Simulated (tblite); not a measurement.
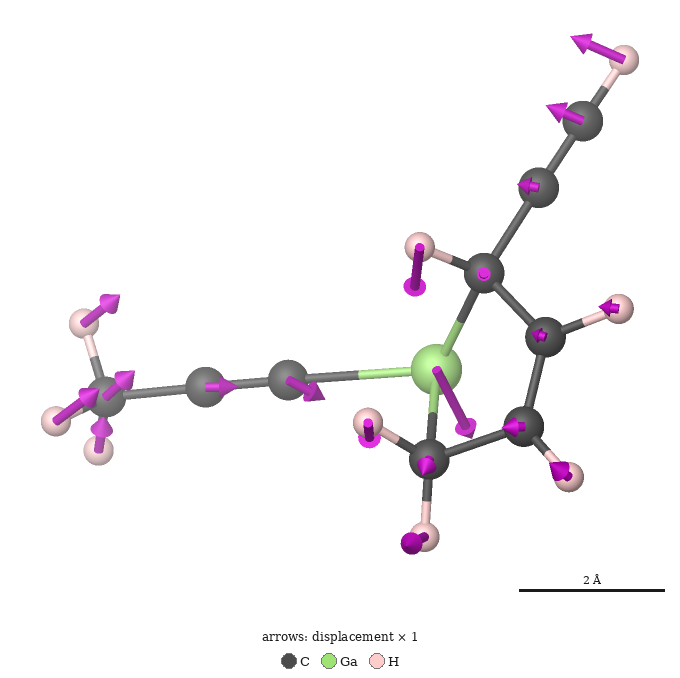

This is a relaxation of C9H9Ga. The starting structure is drawn; purple arrows show the displacements, at their true length. The two geometries are superimposed by the best rigid fit.

The picture is a ball-and-stick view, seen at a tilt.

These are results of GFN2-xTB geometry optimisation, gas phase in tblite, not measurements. 

**Describe the change and its energy.**

Over 192 geometry steps the energy falls by 1.404 eV. The largest move after the best rigid fit is that of the Ga atom, 1.50 Å. By element the largest moves are Ga 1.50 Å, H 1.33 Å, C 0.68 Å. Near-neighbour distances that change, for instance: C–Ga 2.021 → 3.190 Å, C–Ga 2.205 → 3.243 Å, C–Ga 3.015 → 4.045 Å, C–Ga 2.646 → 3.543 Å. Bonds break: C–Ga (2.02 → 3.19 Å), C–Ga (2.21 → 3.24 Å). Bond angles that change, for instance: C–C–C 111.3° → 122.4°, C–C–C 115.3° → 126.1°, C–C–H 124.9° → 114.9°.
